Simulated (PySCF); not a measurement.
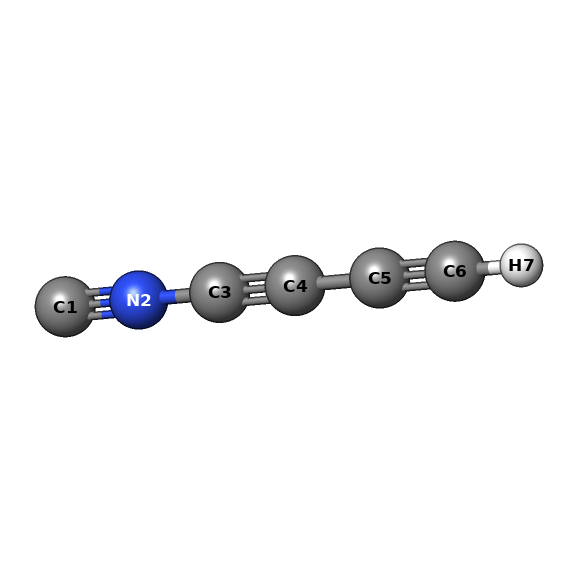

Computed geometry: PBE0-D3(BJ)/def2-TZVP optimisation. No frequency run is at hand to confirm it as a minimum. Method: GIAO ωB97X-D/pcSseg-2 NMR shielding, non-relativistic, gas phase (PySCF 2.14.0), and the same with a continuum solvent (IEF-PCM, Bondi radii x 1.2, gas-phase geometry).

How do dipole (D), HOMO–LUMO gap (eV), σ(C1) (ppm), σ(H7) (ppm), σ(C6) (ppm) change in chloroform (ε = 4.7)?

```json
{"medium": "gas phase", "dipole (D)": "3.11", "HOMO–LUMO gap (eV)": "9.25", "σ(C1) (ppm)": "−5.2", "σ(H7) (ppm)": "30.20", "σ(C6) (ppm)": "111.7"}
{"medium": "chloroform", "dipole (D)": "3.80", "HOMO–LUMO gap (eV)": "9.22", "σ(C1) (ppm)": "0.3", "σ(H7) (ppm)": "29.70", "σ(C6) (ppm)": "108.6"}
```
